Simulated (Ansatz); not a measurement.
HfBr3Cl: molecular dynamics

- system: HfBr3Cl, SMILES [Cl][Hf]([Br])([Br])[Br]
- method: RKS PBE/def2-SVP (Ansatz 0.2.0)

The geometry comes from this level: PBE0-D4/def2-TZVP. Figures and captions count atoms from 1; the log counts them from 0 in places.

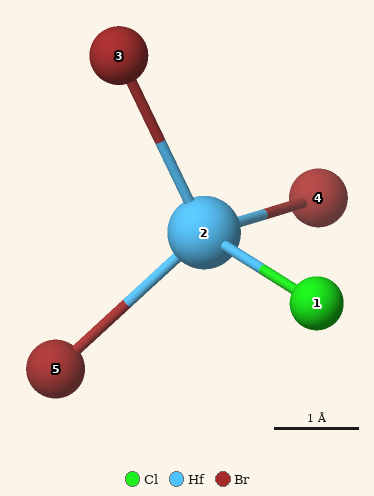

Figure 1. The structure as given in the input (ball-and-stick view, seen at a tilt; atoms are numbered from 1 in the order of the input). Sticks mark near contacts.

### The input
```yaml
crystal:
  periodic: [false, false, false]
  atoms:
    - {symbol: Cl, position_ang: [-0.685381, -0.259349, 2.214059]}
    - {symbol: Hf, position_ang: [0.001497, -0.017639, 0.018537]}
    - {symbol: Br, position_ang: [2.099322, -1.275287, -0.325569]}
    - {symbol: Br, position_ang: [-1.748181, -0.896670, -1.487208]}
    - {symbol: Br, position_ang: [0.382744, 2.375244, -0.461219]}
basis:
  gaussian: {orbitals: def2-SVP}
hamiltonian: {xc: {name: PBE}}
md: {timestep: 0.5 fs, n_steps: 20, ensemble: nvt_nose_hoover, temperature: 300, initial_velocities: maxwell_boltzmann, seed: 211}
```

Run as:
```bash
ansatz run in.yaml --threads 4 --pin off --events-out ev --progress --plain --max-ram 11315MiB
```

### What the program printed
```
Functional definition: PBE
  name "PBE"
  cite "Perdew, Burke & Ernzerhof, Phys. Rev. Lett. 77, 3865 (1996) doi:10.1103/PhysRevLett.77.3865"
  parent pbe
  parameter kappa = 0.804
  parameter beta = 0.06672455060314922
  exchange = pbe_x(kappa = kappa, mu = beta*pi^2/3)
  correlation = pbe_c(beta = beta)
1544 factors; their error is unknown
mean field evaluation 1: about -223911.0938 eV, gradient 1.7e1 eV
mean field evaluation 2: about -223911.2396 eV, gradient 1.3e1 eV
mean field evaluation 4: about -223911.6764 eV, gradient 2.8e0 eV
mean field evaluation 8: about -223911.4851 eV, gradient 1.2e-1 eV
mean field evaluation 16: about -223911.4852 eV, gradient 2.2e-5 eV
mean field -223911.48517855 eV, -8228.5953076558 hartree, gradient 2.2e-5 eV, S^2 0.000000; 0 other end points of the search recorded, 0 dependent functions left out
the calculation of the forces begins
reference -223911.48524501 eV, -8228.5953100983 hartree; 67, 67 occupied and 79, 79 virtual orbitals, 1544 factors
md step     0: t =     0.00 fs  T =   300.0 K  F+E_penalty+E_count = -223911.48517855 eV  E_kin = 0.116334 eV  conserved = -223911.36884455 eV  (26 SCF iters)
these checks for a lower state are left out or cut short: starts, cluster_reference, orbital_swaps, neighbouring_geometries, increment
1544 factors; their error is unknown
mean field -223911.48594782 eV, -8228.5953359259 hartree, gradient 7.4e-6 eV, S^2 0.000000; 0 other end points of the search recorded, 0 dependent functions left out
[... from here on the field's lines of each further geometry are left out, up to the last ...]
md step     1: t =     0.50 fs  T =   302.0 K  F+E_penalty+E_count = -223911.48594782 eV  E_kin = 0.117103 eV  conserved = -223911.36884477 eV  (31 SCF iters)
md step     2: t =     1.00 fs  T =   303.7 K  F+E_penalty+E_count = -223911.48661825 eV  E_kin = 0.117773 eV  conserved = -223911.36884496 eV  (31 SCF iters)
md step     3: t =     1.50 fs  T =   305.2 K  F+E_penalty+E_count = -223911.48718669 eV  E_kin = 0.118341 eV  conserved = -223911.36884513 eV  (31 SCF iters)
md step     4: t =     2.00 fs  T =   306.4 K  F+E_penalty+E_count = -223911.48765054 eV  E_kin = 0.118805 eV  conserved = -223911.36884536 eV  (31 SCF iters)
md step     5: t =     2.50 fs  T =   307.3 K  F+E_penalty+E_count = -223911.48800735 eV  E_kin = 0.119161 eV  conserved = -223911.36884548 eV  (31 SCF iters)
md step     6: t =     3.00 fs  T =   307.9 K  F+E_penalty+E_count = -223911.48825549 eV  E_kin = 0.119409 eV  conserved = -223911.36884557 eV  (31 SCF iters)
md step     7: t =     3.50 fs  T =   308.3 K  F+E_penalty+E_count = -223911.48839404 eV  E_kin = 0.119546 eV  conserved = -223911.36884600 eV  (31 SCF iters)
md step     8: t =     4.00 fs  T =   308.4 K  F+E_penalty+E_count = -223911.48842149 eV  E_kin = 0.119573 eV  conserved = -223911.36884603 eV  (31 SCF iters)
md step     9: t =     4.50 fs  T =   308.1 K  F+E_penalty+E_count = -223911.48833793 eV  E_kin = 0.119488 eV  conserved = -223911.36884602 eV  (31 SCF iters)
md step    10: t =     5.00 fs  T =   307.6 K  F+E_penalty+E_count = -223911.48814396 eV  E_kin = 0.119293 eV  conserved = -223911.36884638 eV  (31 SCF iters)
md step    11: t =     5.50 fs  T =   306.8 K  F+E_penalty+E_count = -223911.48783946 eV  E_kin = 0.118987 eV  conserved = -223911.36884631 eV  (31 SCF iters)
md step    12: t =     6.00 fs  T =   305.8 K  F+E_penalty+E_count = -223911.48742598 eV  E_kin = 0.118572 eV  conserved = -223911.36884620 eV  (31 SCF iters)
md step    13: t =     6.50 fs  T =   304.4 K  F+E_penalty+E_count = -223911.48690515 eV  E_kin = 0.118050 eV  conserved = -223911.36884606 eV  (31 SCF iters)
md step    14: t =     7.00 fs  T =   302.8 K  F+E_penalty+E_count = -223911.48627917 eV  E_kin = 0.117423 eV  conserved = -223911.36884602 eV  (31 SCF iters)
md step    15: t =     7.50 fs  T =   300.9 K  F+E_penalty+E_count = -223911.48555028 eV  E_kin = 0.116692 eV  conserved = -223911.36884584 eV  (31 SCF iters)
md step    16: t =     8.00 fs  T =   298.8 K  F+E_penalty+E_count = -223911.48472152 eV  E_kin = 0.115862 eV  conserved = -223911.36884563 eV  (47 SCF iters)
md step    17: t =     8.50 fs  T =   296.4 K  F+E_penalty+E_count = -223911.48379623 eV  E_kin = 0.114935 eV  conserved = -223911.36884539 eV  (31 SCF iters)
md step    18: t =     9.00 fs  T =   293.8 K  F+E_penalty+E_count = -223911.48277767 eV  E_kin = 0.113916 eV  conserved = -223911.36884470 eV  (31 SCF iters)
md step    19: t =     9.50 fs  T =   290.9 K  F+E_penalty+E_count = -223911.48167077 eV  E_kin = 0.112808 eV  conserved = -223911.36884442 eV  (31 SCF iters)
the calculation of the forces begins
reference -223911.48054604 eV, -8228.5951374144 hartree; 67, 67 occupied and 79, 79 virtual orbitals, 1544 factors
1544 factors; their error is unknown
mean field evaluation 192: about -223911.6925 eV, gradient 8.2e-1 eV
mean field -223911.48047949 eV, -8228.5951349685 hartree, gradient 7.6e-6 eV, S^2 0.000000; 1 other end points of the search recorded, 0 dependent functions left out
the calculation of the forces begins
reference -223911.48054604 eV, -8228.5951374144 hartree; 67, 67 occupied and 79, 79 virtual orbitals, 1544 factors
md step    20: t =    10.00 fs  T =   287.8 K  F+E_penalty+E_count = -223911.48047949 eV  E_kin = 0.111616 eV  conserved = -223911.36884411 eV  (47 SCF iters)
```

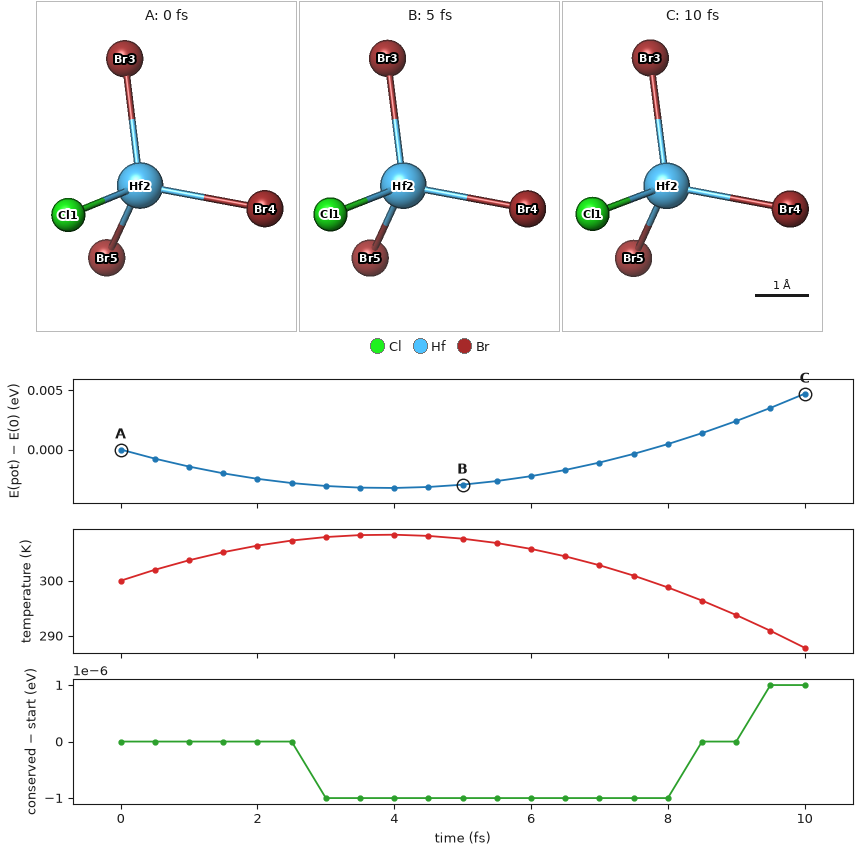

Figure 2. Frames of the molecular dynamics (ball-and-stick, seen at a tilt) above the curves, on which the letters mark them. The trajectory kept here has 21 frames over 10 fs. The temperature starts at 300 K, ranges from 288 to 308 K and averages 300 K over the second half. The potential energy ends 0.005 eV above its first value. The conserved quantity stays within 2e-06 eV. After an unweighted best fit of the last frame on the first, the root-mean-square displacement is 0.03 Å.

```
Total energy: -223911.48054604 eV, -8228.5951374144 hartree
Atom 0 at    -0.668650    -0.282195     2.257166 Å, force     0.015970     0.032640    -0.204185 eV/Å
Atom 1 at    -0.008516    -0.020782     0.014112 Å, force     0.462019     0.116979     0.632579 eV/Å
Atom 2 at     2.111248    -1.287052    -0.317805 Å, force    -0.044748     0.023922    -0.034471 eV/Å
Atom 3 at    -1.735531    -0.875894    -1.487725 Å, force    -0.441997    -0.231696    -0.378816 eV/Å
Atom 4 at     0.373112     2.383389    -0.477707 Å, force     0.008757     0.058155    -0.015106 eV/Å
Dipole moment:    -0.030947    -0.004408    -0.079082 e Å
```

### Trajectory as extended XYZ (Å, eV, eV/Å), 21 frames, from step=0 to step=20
```
5
Properties=species:S:1:pos:R:3:forces:R:3 step=0 time_fs=0.0 energy=-223911.48518 temperature=300.0
Cl   -0.6854   -0.2593    2.2141   -0.1257  -0.0440   0.4022
Hf    0.0015   -0.0176    0.0185    0.0425   0.0157  -0.1375
Br    2.0993   -1.2753   -0.3256    0.2258  -0.1341  -0.0423
Br   -1.7482   -0.8967   -1.4872   -0.1844  -0.0928  -0.1660
Br    0.3827    2.3752   -0.4612    0.0418   0.2552  -0.0564
5
Properties=species:S:1:pos:R:3:forces:R:3 step=1 time_fs=0.5 energy=-223911.48595 temperature=302.0
Cl   -0.6845   -0.2605    2.2161   -0.1182  -0.0403   0.3720
Hf    0.0010   -0.0178    0.0183    0.0640   0.0208  -0.0983
Br    2.0999   -1.2759   -0.3252    0.2122  -0.1262  -0.0419
Br   -1.7475   -0.8956   -1.4872   -0.1982  -0.1003  -0.1773
Br    0.3823    2.3756   -0.4620    0.0402   0.2460  -0.0545
5
Properties=species:S:1:pos:R:3:forces:R:3 step=2 time_fs=1.0 energy=-223911.48662 temperature=303.7
Cl   -0.6836   -0.2616    2.2182   -0.1107  -0.0366   0.3414
Hf    0.0004   -0.0180    0.0181    0.0855   0.0259  -0.0588
Br    2.1004   -1.2764   -0.3248    0.1986  -0.1182  -0.0414
Br   -1.7468   -0.8945   -1.4871   -0.2120  -0.1077  -0.1886
Br    0.3818    2.3760   -0.4628    0.0386   0.2366  -0.0526
5
Properties=species:S:1:pos:R:3:forces:R:3 step=3 time_fs=1.5 energy=-223911.48719 temperature=305.2
Cl   -0.6828   -0.2627    2.2202   -0.1032  -0.0329   0.3107
Hf   -0.0001   -0.0181    0.0178    0.1071   0.0311  -0.0191
Br    2.1010   -1.2770   -0.3244    0.1849  -0.1102  -0.0410
Br   -1.7461   -0.8934   -1.4871   -0.2258  -0.1152  -0.1999
Br    0.3813    2.3763   -0.4637    0.0370   0.2272  -0.0507
5
Properties=species:S:1:pos:R:3:forces:R:3 step=4 time_fs=2.0 energy=-223911.48765 temperature=306.4
Cl   -0.6819   -0.2639    2.2223   -0.0957  -0.0291   0.2797
Hf   -0.0006   -0.0183    0.0176    0.1286   0.0362   0.0207
Br    2.1016   -1.2776   -0.3240    0.1713  -0.1022  -0.0406
Br   -1.7454   -0.8924   -1.4871   -0.2395  -0.1225  -0.2111
Br    0.3808    2.3767   -0.4645    0.0353   0.2176  -0.0487
5
Properties=species:S:1:pos:R:3:forces:R:3 step=5 time_fs=2.5 energy=-223911.48801 temperature=307.3
Cl   -0.6810   -0.2650    2.2245   -0.0882  -0.0252   0.2487
Hf   -0.0011   -0.0185    0.0173    0.1501   0.0413   0.0607
Br    2.1022   -1.2782   -0.3236    0.1576  -0.0942  -0.0402
Br   -1.7447   -0.8913   -1.4870   -0.2531  -0.1299  -0.2223
Br    0.3803    2.3771   -0.4653    0.0337   0.2080  -0.0467
5
Properties=species:S:1:pos:R:3:forces:R:3 step=6 time_fs=3.0 energy=-223911.48826 temperature=307.9
Cl   -0.6802   -0.2662    2.2266   -0.0807  -0.0214   0.2175
Hf   -0.0016   -0.0186    0.0171    0.1715   0.0465   0.1006
Br    2.1028   -1.2787   -0.3232    0.1438  -0.0862  -0.0398
Br   -1.7440   -0.8902   -1.4870   -0.2667  -0.1372  -0.2335
Br    0.3798    2.3775   -0.4661    0.0320   0.1983  -0.0448
5
Properties=species:S:1:pos:R:3:forces:R:3 step=7 time_fs=3.5 energy=-223911.48839 temperature=308.3
Cl   -0.6793   -0.2673    2.2288   -0.0732  -0.0175   0.1863
Hf   -0.0022   -0.0188    0.0169    0.1929   0.0516   0.1405
Br    2.1034   -1.2793   -0.3228    0.1301  -0.0782  -0.0394
Br   -1.7433   -0.8892   -1.4870   -0.2802  -0.1445  -0.2446
Br    0.3793    2.3779   -0.4669    0.0304   0.1886  -0.0428
5
Properties=species:S:1:pos:R:3:forces:R:3 step=8 time_fs=4.0 energy=-223911.48842 temperature=308.4
Cl   -0.6785   -0.2685    2.2309   -0.0658  -0.0136   0.1551
Hf   -0.0027   -0.0189    0.0166    0.2143   0.0567   0.1804
Br    2.1040   -1.2799   -0.3224    0.1164  -0.0702  -0.0390
Br   -1.7427   -0.8881   -1.4870   -0.2936  -0.1517  -0.2557
Br    0.3789    2.3783   -0.4678    0.0287   0.1787  -0.0407
5
Properties=species:S:1:pos:R:3:forces:R:3 step=9 time_fs=4.5 energy=-223911.48834 temperature=308.1
Cl   -0.6777   -0.2696    2.2331   -0.0584  -0.0097   0.1239
Hf   -0.0032   -0.0191    0.0164    0.2355   0.0618   0.2201
Br    2.1045   -1.2805   -0.3220    0.1027  -0.0622  -0.0386
Br   -1.7420   -0.8871   -1.4870   -0.3068  -0.1588  -0.2667
Br    0.3784    2.3787   -0.4686    0.0270   0.1689  -0.0387
5
Properties=species:S:1:pos:R:3:forces:R:3 step=10 time_fs=5.0 energy=-223911.48814 temperature=307.6
Cl   -0.6768   -0.2708    2.2353   -0.0511  -0.0058   0.0929
Hf   -0.0037   -0.0193    0.0162    0.2568   0.0670   0.2596
Br    2.1052   -1.2811   -0.3216    0.0890  -0.0542  -0.0382
Br   -1.7414   -0.8860   -1.4870   -0.3200  -0.1659  -0.2776
Br    0.3779    2.3791   -0.4694    0.0253   0.1589  -0.0366
5
Properties=species:S:1:pos:R:3:forces:R:3 step=11 time_fs=5.5 energy=-223911.48784 temperature=306.8
Cl   -0.6760   -0.2719    2.2375   -0.0439  -0.0019   0.0620
Hf   -0.0042   -0.0194    0.0159    0.2779   0.0721   0.2988
Br    2.1058   -1.2817   -0.3212    0.0754  -0.0462  -0.0379
Br   -1.7407   -0.8850   -1.4871   -0.3330  -0.1729  -0.2884
Br    0.3774    2.3795   -0.4702    0.0237   0.1490  -0.0345
5
Properties=species:S:1:pos:R:3:forces:R:3 step=12 time_fs=6.0 energy=-223911.48743 temperature=305.8
Cl   -0.6752   -0.2730    2.2397   -0.0368   0.0020   0.0312
Hf   -0.0047   -0.0196    0.0157    0.2989   0.0772   0.3377
Br    2.1064   -1.2823   -0.3209    0.0618  -0.0383  -0.0375
Br   -1.7401   -0.8840   -1.4871   -0.3459  -0.1799  -0.2990
Br    0.3769    2.3799   -0.4711    0.0220   0.1389  -0.0325
5
Properties=species:S:1:pos:R:3:forces:R:3 step=13 time_fs=6.5 energy=-223911.48690 temperature=304.4
Cl   -0.6744   -0.2742    2.2419   -0.0298   0.0059   0.0007
Hf   -0.0052   -0.0197    0.0155    0.3198   0.0823   0.3763
Br    2.1070   -1.2829   -0.3205    0.0482  -0.0303  -0.0371
Br   -1.7395   -0.8829   -1.4871   -0.3586  -0.1867  -0.3096
Br    0.3765    2.3803   -0.4719    0.0203   0.1289  -0.0303
5
Properties=species:S:1:pos:R:3:forces:R:3 step=14 time_fs=7.0 energy=-223911.48628 temperature=302.8
Cl   -0.6735   -0.2753    2.2441   -0.0228   0.0098  -0.0296
Hf   -0.0057   -0.0199    0.0153    0.3406   0.0873   0.4145
Br    2.1076   -1.2835   -0.3201    0.0347  -0.0225  -0.0367
Br   -1.7389   -0.8819   -1.4872   -0.3712  -0.1935  -0.3200
Br    0.3760    2.3808   -0.4727    0.0186   0.1188  -0.0282
5
Properties=species:S:1:pos:R:3:forces:R:3 step=15 time_fs=7.5 energy=-223911.48555 temperature=300.9
Cl   -0.6727   -0.2765    2.2463   -0.0160   0.0137  -0.0596
Hf   -0.0062   -0.0200    0.0151    0.3613   0.0923   0.4523
Br    2.1082   -1.2841   -0.3197    0.0213  -0.0146  -0.0363
Br   -1.7383   -0.8809   -1.4873   -0.3835  -0.2001  -0.3302
Br    0.3755    2.3812   -0.4735    0.0170   0.1087  -0.0261
5
Properties=species:S:1:pos:R:3:forces:R:3 step=16 time_fs=8.0 energy=-223911.48472 temperature=298.8
Cl   -0.6719   -0.2776    2.2485   -0.0094   0.0175  -0.0893
Hf   -0.0066   -0.0202    0.0149    0.3818   0.0974   0.4895
Br    2.1088   -1.2847   -0.3193    0.0079  -0.0068  -0.0360
Br   -1.7377   -0.8799   -1.4873   -0.3957  -0.2067  -0.3403
Br    0.3750    2.3816   -0.4744    0.0153   0.0986  -0.0239
5
Properties=species:S:1:pos:R:3:forces:R:3 step=17 time_fs=8.5 energy=-223911.48380 temperature=296.4
Cl   -0.6711   -0.2788    2.2507   -0.0028   0.0213  -0.1186
Hf   -0.0071   -0.0203    0.0147    0.4021   0.1023   0.5262
Br    2.1094   -1.2853   -0.3189   -0.0054   0.0010  -0.0356
Br   -1.7372   -0.8789   -1.4874   -0.4076  -0.2131  -0.3502
Br    0.3745    2.3821   -0.4752    0.0137   0.0885  -0.0217
5
Properties=species:S:1:pos:R:3:forces:R:3 step=18 time_fs=9.0 energy=-223911.48278 temperature=293.8
Cl   -0.6703   -0.2799    2.2528    0.0036   0.0251  -0.1476
Hf   -0.0076   -0.0205    0.0145    0.4223   0.1073   0.5623
Br    2.1100   -1.2859   -0.3186   -0.0186   0.0087  -0.0352
Br   -1.7366   -0.8779   -1.4875   -0.4193  -0.2194  -0.3600
Br    0.3741    2.3825   -0.4760    0.0120   0.0784  -0.0195
5
Properties=species:S:1:pos:R:3:forces:R:3 step=19 time_fs=9.5 energy=-223911.48167 temperature=290.9
Cl   -0.6695   -0.2811    2.2550    0.0099   0.0289  -0.1761
Hf   -0.0081   -0.0206    0.0143    0.4423   0.1121   0.5978
Br    2.1106   -1.2865   -0.3182   -0.0317   0.0163  -0.0348
Br   -1.7361   -0.8769   -1.4876   -0.4308  -0.2256  -0.3695
Br    0.3736    2.3829   -0.4769    0.0104   0.0683  -0.0173
5
Properties=species:S:1:pos:R:3:forces:R:3 step=20 time_fs=10.0 energy=-223911.48048 temperature=287.8
Cl   -0.6686   -0.2822    2.2572    0.0160   0.0326  -0.2042
Hf   -0.0085   -0.0208    0.0141    0.4620   0.1170   0.6326
Br    2.1112   -1.2871   -0.3178   -0.0447   0.0239  -0.0345
Br   -1.7355   -0.8759   -1.4877   -0.4420  -0.2317  -0.3788
Br    0.3731    2.3834   -0.4777    0.0088   0.0582  -0.0151
```

### Key numbers

```json
{"quantity": "outcome", "value": "finished"}
{"quantity": "mean temperature over the second half", "value": "300 K"}
{"quantity": "trajectory", "value": "20 steps, 10 fs"}
{"quantity": "ensemble", "value": "nvt_nose_hoover"}
{"quantity": "temperature in the input", "value": "300 K"}
{"quantity": "time step", "value": "0.5 fs"}
{"quantity": "potential energy (last step)", "value": "−223911.4805 eV"}
{"quantity": "SCF solution under orbital rotations (last step)", "value": "stable"}
{"quantity": "largest force (length of the vector) (last step)", "value": "0.792 eV/Å"}
{"quantity": "dipole moment (last step)", "value": "0.41 D"}
{"quantity": "hardware", "value": "4 threads of Arm Neoverse V1, 23 GiB of memory available, shared host"}
{"quantity": "wall time", "value": "56 s (CPU time 3.6 min)"}
{"quantity": "peak memory", "value": "0.26 GiB"}
```

So short a trajectory is not equilibrated.
